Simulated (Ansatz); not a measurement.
# r2SCAN/STO-3G run of PH3F+ (SMILES F[PH3+])

Aim: the energy change on altering one bond length of PH3F+ at r2SCAN/STO-3G, from 2 runs. 

Program for the calculation: Ansatz 0.2.0.

3 further runs of the same task are left out: 1 that didn't finish, 2 set aside as unsound or not needed.

## Step 1: The system as given

PH3F+ has 5 atoms, charge +1, and is taken as a singlet. SMILES: `F[PH3+]`. The coordinates come from a GFN2-xTB relaxation.

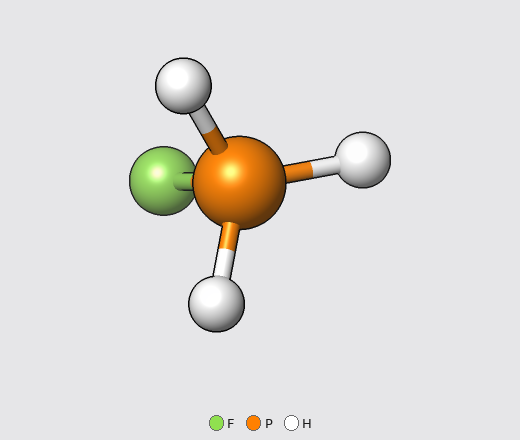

The structure, seen from a chosen angle (fluorine green, phosphorus orange, hydrogen white).

## Step 2: A single-point energy at r2SCAN/STO-3G

The input, input.yaml:

```yaml
crystal:
  periodic: [false, false, false]
  atoms:
    - {symbol: F, position_ang: [-1.365490, 0.250400, 0.341100]}
    - {symbol: P, position_ang: [0.122590, -0.022380, -0.030680]}
    - {symbol: H, position_ang: [0.038180, -0.428620, -1.349370]}
    - {symbol: H, position_ang: [0.486130, -1.008290, 0.868130]}
    - {symbol: H, position_ang: [0.718590, 1.208890, 0.170830]}
basis:
  gaussian: {orbitals: STO-3G}
magnetization: {spin_polarized: false}
hamiltonian: {xc: {name: r2SCAN}}
accuracy: high
total_charge: 1
```

Run with:

```bash
$ ansatz run input.yaml --threads 1 --pin off --max-ram 2610MiB --events-out events.jsonl --progress --plain --runs-dir runs
```

Output:

```text
Warning: RAYON_NUM_THREADS=1 ignored (pool sized by the plan → 1); use --threads N
Functional definition: r2SCAN
  name "r2SCAN"
  parameter k0 = 0.174
  parameter k1 = 0.065
  parameter a1 = 4.9479
  exchange = r2scan_x(k0 = k0, k1 = k1, a1 = a1)
  correlation = r2scan_c
290 factors; integrals over basis functions are off by at most 3.3e-8 eV
mean field evaluation 1: about -11897.0250 eV, gradient 3.0e1 eV
mean field evaluation 2: about -11878.6828 eV, gradient 9.7e1 eV
mean field evaluation 4: about -11901.0515 eV, gradient 1.7e0 eV
mean field evaluation 8: about -11901.0134 eV, gradient 4.3e-2 eV
mean field evaluation 16: about -11901.0134 eV, gradient 2.0e-9 eV
mean field -11901.01340473 eV, -437.3541758274 hartree, gradient 2.3e-9 eV, S^2 0.000000; 0 other end points of the search recorded, 0 dependent functions left out
reference -11901.01340506 eV, -437.3541758395 hartree; 13, 13 occupied and 4, 4 virtual orbitals, 290 factors
Total energy: -11901.01340506 eV, -437.3541758395 hartree
```

Wall time 1.1 s (1 thread of Intel Xeon Platinum 8559C (Emerald Rapids), shared host); peak memory 0.15 GiB.

## Step 3: The distorted shape, same level

The input, run.yaml:

```yaml
crystal:
  periodic: [false, false, false]
  atoms:
    - {symbol: F, position_ang: [-1.514503, -0.057444, 0.290718]}
    - {symbol: P, position_ang: [-0.026423, -0.330224, -0.081062]}
    - {symbol: H, position_ang: [-0.110833, -0.736464, -1.399752]}
    - {symbol: H, position_ang: [0.337117, -1.316134, 0.817748]}
    - {symbol: H, position_ang: [0.718590, 1.208890, 0.170830]}
basis:
  gaussian: {orbitals: STO-3G}
total_charge: 1
hamiltonian: {xc: r2scan}
accuracy: high
```

Run with:

```bash
$ ansatz run run.yaml --threads 1 --pin off --max-ram 2610MiB --events-out events.jsonl --progress --plain --runs-dir runs
```

Output (excerpt; [...] marks lines left out):

```text
Warning: RAYON_NUM_THREADS=1 ignored (pool sized by the plan → 1); use --threads N
[... 7 set-up lines as earlier in the session ...]
290 factors; integrals over basis functions are off by at most 4.0e-8 eV
mean field evaluation 1: about -11896.2754 eV, gradient 3.0e1 eV
mean field evaluation 2: about -11826.6484 eV, gradient 1.6e2 eV
mean field evaluation 4: about -11900.1470 eV, gradient 5.7e0 eV
mean field evaluation 8: about -11900.2516 eV, gradient 7.2e-2 eV
mean field evaluation 16: about -11900.2516 eV, gradient 2.9e-8 eV
mean field -11900.25163586 eV, -437.3261813377 hartree, gradient 3.0e-8 eV, S^2 0.000000; 0 other end points of the search recorded, 0 dependent functions left out
reference -11900.25163621 eV, -437.3261813503 hartree; 13, 13 occupied and 4, 4 virtual orbitals, 290 factors
Total energy: -11900.25163621 eV, -437.3261813503 hartree
```

Wall time 1.1 s (1 thread of Intel Xeon Platinum 8559C (Emerald Rapids), shared host); peak memory 0.15 GiB.

## Step 4: Results

Level: r2SCAN/STO-3G.

| quantity | value |
| --- | --- |
| first shape: total energy | -437.35418 Eh |
| distorted shape: total energy | -437.32618 Eh |
| energy change with the P2–H5 bond stretched from 1.383 to 1.728 Å | 0.762 eV |

In words: With the P2–H5 bond stretched from 1.383 to 1.728 Å the energy rises by 0.76 eV (17.6 kcal/mol). The first shape isn't relaxed at this level, so the change isn't measured from a minimum. The minimal basis adds a large error of its own.
